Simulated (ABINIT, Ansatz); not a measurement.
# Quasiparticle gap of SnSe2 (P-3m1) in ABINIT, part 3 of 3

Wanted: ground state, empty states, screening and self-energy for SnSe2 (P-3m1).

ABINIT 10.8.3; PBE and many-body steps on it, plane waves. Known limits of the many-body steps: not at the basis limit; no spin-orbit coupling; coarse k mesh.

So far. Step 3 (Bands along the symmetry lines): The gap is 0.724 eV, −0.095 eV from the run before at this level. Step 4 (Empty states on the mesh, 3×3×2 mesh, 202 bands): On this mesh the gap is 1.100 eV. The earlier step found 0.819 eV, so this mesh misses an edge.

## (5) Screening, 3×3×2 mesh, 184 bands, screening to 149.7 eV

The RPA dielectric matrix is built and inverted for each q.

This step: RPA screening on PBE, plane waves, norm-conserving pseudopotentials.

Input file run.abi:

```
acell 3*1.0 Angstrom
rprim 
  3.810999999987 0.000000000003 0.000000000000
  -1.905499999996 3.300422813810 0.000000000000
  0.000000000000 0.000000000000 6.136000000000
ntypat 2
znucl 50 34
natom 3
typat 1 2 2
xred 
  0.000000000000 0.000000000000 0.000000000000
  0.333333333333 0.666666666667 0.249000000000
  0.666666666667 0.333333333333 0.751000000000
pp_dirpath "pseudos"
pseudos "Sn.upf, Se.upf"
ecut 48
ngkpt 3 3 2
nshiftk 1
shiftk 0 0 0
kptopt 1
chksymbreak 0
istwfk *1
occopt 1
irdwfk 1
optdriver 3
nband 184
ecuteps 5.5
inclvkb 2
awtr 1
symchi 1
indata_prefix "in"
outdata_prefix "out"
tmpdata_prefix "tmp"
```

Launch:

```sh
$ OMP_NUM_THREADS=1 mpirun -n 8 abinit run.abi > log
```

Numbers of over 12 decimals in the logs are rounded to 6 here.

What it wrote:

```text
.Version 10.8.3 of ABINIT. v10.8.2 released Aug 2026.

 Symmetries : space group P-3 m 1 (#164); Bravais hP (primitive hexag.)
[... echo of the input left out ...]
== DATASET  1 ==================================================================
-   mpi_nproc: 8, omp_nthreads: 1 (-1 if OMP is not activated)

--- !DatasetInfo
iteration_state: {dtset: 1, }
dimensions: {natom: 3, nkpt: 6, mband: 184, nsppol: 1, nspinor: 1, nspden: 1, mpw: 8305, }
cutoff_energies: {ecut:  48.0, pawecutdg:  -1.0, }
electrons: {nelect:   7.00000000E+01, charge:   0.00000000E+00, occopt:   1.00000000E+00, tsmear:   1.00000000E-02, }

 SCREENING: Calculation of the susceptibility and dielectric matrices

 Based on a program developped by R.W. Godby, V. Olevano, G. Onida, and L. Reining.
 Incorporated in ABINIT by V. Olevano, G.-M. Rignanese, and M. Torrent.
.Using double precision arithmetic ; gwpc =  8

[... cell and pseudopotentials left out ...]
--------------------------------------------------------------------------------

 ==== K-mesh for the wavefunctions ====
 Number of points in the irreducible wedge :     6
[... list of points left out ...]
 Together with 12 symmetry operations and time-reversal symmetry
 yields    18 points in the full Brillouin Zone.

 ==== Q-mesh for the screening function ====
 Number of points in the irreducible wedge :     6
[... list of points left out ...]
 Together with 12 symmetry operations and time-reversal symmetry
 yields    18 points in the full Brillouin Zone.

 setmesh: FFT mesh size selected  =    25x   25x   50
          total number of points  =        31250

 vcoul_init : cutoff-mode = AUXILIARY_FUNCTION
 q-points for optical limit:   1
     1)      0.000010    0.000020    0.000030

- screening: taking advantage of time-reversal symmetry
- Maximum band index for partially occupied states nbvw = 35
- Remaining bands to be divided among processors   nbcw = 149
- Number of bands treated by each node ~18

 Number of electrons calculated from density =   70.0000; Expected =   70.0000
 average of density, n =  0.134403
 r_s =    1.2111
 omega_plasma =   35.3638 [eV]

 calculating chi0 at frequencies [eV] :
  1    0.000000E+00    0.000000E+00
  2    0.000000E+00    3.536384E+01

--------------------------------------------------------------------------------
  q-point number  1        q = ( 0.000000, 0.000000, 0.000000) [r.l.u.]
--------------------------------------------------------------------------------
[... chi0 elements left out ...]
 For q-point:  0.000010 0.000020 0.000030
  dielectric constant =  19.5548
  dielectric constant without local fields =  22.2807

  Average fulfillment of the sum rule on Im[epsilon] for q-point    1 :     44.93  [%]
[... wings left out ...]
  q-point number  2        q = ( 0.333333, 0.000000, 0.000000) [r.l.u.]
--------------------------------------------------------------------------------
[... chi0 elements left out ...]
  Average fulfillment of the sum rule on Im[epsilon] for q-point    2 :     47.77  [%]

 [... 4 further q-points ...]
```

The job ended after 76 s (8 MPI ranks of Intel Xeon Platinum 8259CL at 2.50GHz (Skylake/Cascade Lake), shared host; peak memory 2.4 GiB).

This step gave:

* ε∞ with local fields, on this mesh, along the program's q direction: 19.55
* the same without local fields: 22.28
* plasma frequency: 35.36 eV
* plane waves in the screening matrix: 313

Local fields lower ε∞ by 12 %. On a Γ-centred mesh this coarse the value itself is usually too large, while a short band sum pulls it down.

## (6) Self-energy, 3×3×2 mesh, 184 bands, screening to 149.7 eV

The self-energy is evaluated for the states that the input lists, and the levels follow from it, in one-shot runs by the linearised quasiparticle equation.

This step: G0W0 on PBE, plane waves, norm-conserving pseudopotentials.

Edit run.abi of step 5 so:

```diff
@@ -24,8 +24,15 @@
 irdwfk 1
-optdriver 3
+optdriver 4
 nband 184
+gwcalctyp 0
+ecutsigx 48
+symsigma 1
+nkptgw 1
+kptgw 
+  0.0000000000 0.0000000000 0.0000000000
+bdgw 
+  33 37
 ecuteps 5.5
-inclvkb 2
-awtr 1
-symchi 1
+irdscr 1
+ppmodel 1
 indata_prefix "in"
```

What it wrote:

```text
.Version 10.8.3 of ABINIT. v10.8.2 released Aug 2026.

 Symmetries : space group P-3 m 1 (#164); Bravais hP (primitive hexag.)
[... echo of the input left out ...]
== DATASET  1 ==================================================================
-   mpi_nproc: 8, omp_nthreads: 1 (-1 if OMP is not activated)

--- !DatasetInfo
iteration_state: {dtset: 1, }
dimensions: {natom: 3, nkpt: 6, mband: 184, nsppol: 1, nspinor: 1, nspden: 1, mpw: 8305, }
cutoff_energies: {ecut:  48.0, pawecutdg:  -1.0, }
electrons: {nelect:   7.00000000E+01, charge:   0.00000000E+00, occopt:   1.00000000E+00, tsmear:   1.00000000E-02, }

 SIGMA: Calculation of the GW corrections

 Based on a program developped by R.W. Godby, V. Olevano, G. Onida, and L. Reining.
 Incorporated in ABINIT by V. Olevano, G.-M. Rignanese, and M. Torrent.
.Using double precision arithmetic ; gwpc =  8

[... cell and pseudopotentials left out ...]
--------------------------------------------------------------------------------

 ==== K-mesh for the wavefunctions ====
 Number of points in the irreducible wedge :     6
[... list of points left out ...]
 Together with 12 symmetry operations and time-reversal symmetry
 yields    18 points in the full Brillouin Zone.

 ==== Q-mesh for screening function ====
 Number of points in the irreducible wedge :     6
[... list of points left out ...]
 Together with 12 symmetry operations and time-reversal symmetry
 yields    18 points in the full Brillouin Zone.

 vcoul_init : cutoff-mode = AUXILIARY_FUNCTION
 q-points for optical limit:   1
     1)      0.000010    0.000020    0.000030
 setmesh: FFT mesh size selected  =    40x   40x   75
          total number of points  =       120000

 Number of electrons calculated from density =   70.0000; Expected =   70.0000
 average of density, n =  0.134403
 r_s =    1.2111
 omega_plasma =   35.3638 [eV]

 === KS Band Gaps ===
  >>>> For spin  1
   Minimum direct gap =   1.0998 [eV], located at k-point      :   0.0000  0.0000  0.0000
   Fundamental gap    =   1.0998 [eV], Top of valence bands at :   0.0000  0.0000  0.0000
                                       Bottom of conduction at :   0.0000  0.0000  0.0000
 SIGMA fundamental parameters:
 PLASMON POLE MODEL  1
 number of plane-waves for SigmaX                 8305
 number of plane-waves for SigmaC and W            313
 number of plane-waves for wavefunctions          8305
 number of bands                                   184
 number of independent spin polarizations            1
 number of spinorial components                      1
 number of k-points in IBZ                           6
 number of q-points in IBZ                           6
 number of symmetry operations                      12
 number of k-points in BZ                           18
 number of q-points in BZ                           18
 number of frequencies for dSigma/dE                 9
 frequency step for dSigma/dE [eV]                0.25
 number of omega for Sigma on real axis              0
 max omega for Sigma on real axis  [eV]           0.00
 zcut for avoiding poles [eV]                     0.10

 EPSILON^-1 parameters (SCR file):
 dimension of the eps^-1 matrix on file            313
 dimension of the eps^-1 matrix used               313
 number of plane-waves for wavefunctions          8305
 number of bands                                   184
 number of q-points in IBZ                           6
 number of frequencies                               2
 number of real frequencies                          1
 number of imag frequencies                          1

 matrix elements of self-energy operator (all in [eV])

 Perturbative Calculation

--- !SelfEnergy_ee
iteration_state: {dtset: 1, }
kpoint     : [   0.000,    0.000,    0.000, ]
spin       : 1
KS_gap     :    1.100
QP_gap     :    1.693
Delta_QP_KS:    0.593
data: !SigmaeeData |
     Band     E0 <VxcDFT>   SigX SigC(E0)      Z dSigC/dE  Sig(E)    E-E0       E
       33   5.249 -14.622 -16.811   1.848   0.788  -0.269 -14.891  -0.269   4.980
       34   5.249 -14.622 -16.811   1.848   0.788  -0.269 -14.891  -0.269   4.980
       35   5.637 -14.683 -16.739   1.711   0.791  -0.264 -14.955  -0.273   5.364
       36   6.737 -13.871 -10.050  -3.426   0.809  -0.236 -13.551   0.320   7.057
       37   8.603 -11.502  -7.047  -4.204   0.814  -0.229 -11.298   0.204   8.807

== END DATASET(S) ==============================================================
================================================================================

 -outvars: echo values of variables after computation  --------
           etotal      0.0000000000E+00
            nband         184
             nkpt           6
          spgroup         164
 [... the other variables as echoed above ...]

 Calculation completed.
```

Run time: 10 s. Hardware: 8 MPI ranks; peak memory 1.8 GiB.

Numbers from this step:

| Property | Result |
| --- | --- |
| G0W0 gap on the points computed | 1.693 eV |
| starting gap on the mesh | 1.100 eV |
| k of the valence top | 0, 0, 0 |
| k of the conduction bottom | 0, 0, 0 |
| Z at the valence top | 0.791 |
| Z at the conduction bottom | 0.809 |
| least direct G0W0 gap on the computed points | 1.693 eV |

The gap on the mesh goes from 1.10 eV to 1.69 eV, a correction of +0.59 eV. The start differs from the 0.82 eV found before because the two sample other k points.

Limits: finite bands, cutoff and mesh; no spin-orbit coupling; coarse k mesh. v1 is the top filled band, c1 the lowest empty one. Levels before and after the correction, in eV, zero at the valence-band top of each column:

|  | conduction bottom | valence top |
| --- | --- | --- |
| Kohn-Sham | 1.10 | 0.00 |
| G0W0 | 1.69 | 0.00 |

|  | level | energy (eV) |
| --- | --- | --- |
| Kohn-Sham | Γ v3-v2 | -0.387 |
| Kohn-Sham | Γ v1 | 0.000 |
| Kohn-Sham | Γ c1 | 1.100 |
| Kohn-Sham | Γ c2 | 2.966 |
| G0W0 | Γ v3-v2 | -0.384 |
| G0W0 | Γ v1 | 0.000 |
| G0W0 | Γ c1 | 1.693 |
| G0W0 | Γ c2 | 3.443 |

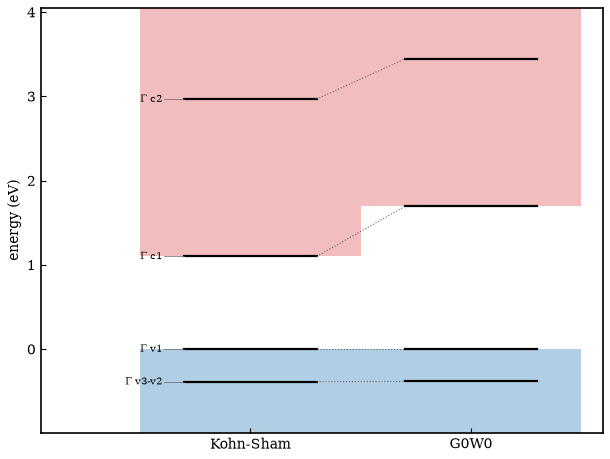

Levels before and after the correction. Shaded: valence and conduction bands.

## (7) Where the time went

Times are wall times on 8 MPI ranks of Intel Xeon Platinum 8259CL at 2.50GHz (Skylake/Cascade Lake), shared host, good to a factor of about two.

| step | time | share | memory (GiB) |
| --- | --- | --- | --- |
| ground state | 94 s | 22 % | 1.1 |
| bands along the symmetry lines | 2.2 min | 30 % | 1.1 |
| empty states on the mesh | 2 min | 28 % | 0.94 |
| screening | 76 s | 18 % | 2.4 |
| self-energy | 10 s | 2 % | 1.8 |

## (8) What came out

| Property | Result |
| --- | --- |
| PBE gap | 0.72 eV, indirect |
| G0W0 gap on the mesh | 1.69 eV |
| G0W0 gap over the zone (rigid shift) | 1.32 eV |
| GW settings | 3×3×2 mesh, 184 bands, screening to 149.7 eV, Godby-Needs plasmon pole |
| known limits | not at the basis limit; no spin-orbit coupling; coarse k mesh |

In words: G0W0 moves the gap on the mesh from 1.10 eV to 1.69 eV (+0.59 eV), with Z of 0.79 and 0.81 at the edges. The mesh misses the band edges by 0.38 eV in all; a rigid shift gives 1.32 eV for the zone. Local fields lower the RPA ε∞ on this mesh from 22.28 to 19.55; a Γ-centred mesh this coarse tends to raise both, most where the direct gap is narrow, while a short band sum lowers them. Only 1 of the mesh's irreducible points was corrected, so a valley elsewhere could overtake. Against experiment, by G0W0@PBE: the gap of 1.32 eV lies +0.11 eV from the measured 1.21 ± 0.04 eV (electronic, 77.6 K, 2018); the gap of 1.32 eV lies +0.32 eV from the measured 1 eV (indirect, quoted 2018); the gap of 1.32 eV lies +0.11 eV from the measured 1.207 eV (exciton, 300 K, 2021). An exciton line or allowed optical edge lies below the quasiparticle gap by the binding energy; a forbidden edge can push the onset above it. The calculation has static nuclei and no excitons; a measured gap holds zero-point and thermal motion, which mostly lowers it. Bands and cutoff are finite, so the gap is not at the basis limit. The miss can reach some tenths of an eV and take either sign; the mesh is an error of its own. In the G0W0 run levels were corrected at 1 k point alone, so a gap called «on the mesh» is the least over those, and an edge elsewhere would be missed. A denser mesh or path gives a starting gap of 0.72 eV: the GW mesh misses a band edge, so its gaps are not the fundamental one. The 3×3×2 mesh is coarse for this cell, which bears on the long-range parts of exchange and screening. The many-body steps are scalar-relativistic: spin-orbit coupling is not in them.

[Paths, hosts, dates, memory and timing lines, banners, echoed tables and standing remarks are left out of the program output.]

[Logs are printed without paths, hosts, clocks, repeated set-up lines and the standing remarks that a program may print on its own settings, such as how far it seeks lower states.]

[Runs of the session that timed out or met a known fault of the program may be left out.]

[Hosts, paths, dates, database ids (printed as entryN), source tags and the programs' standing remarks are cut or masked in the printed files.]

[G0W0 gaps are taken among the corrected bands and points alone; a level outside them can change the order at an edge.]

[Where Ansatz stands beside ABINIT at settings called matched, ABINIT's density can come from a denser mesh and the files from another edition; pairs whose starting gaps differed by over 0.03 eV were left out, so agreement reads better than it is.]
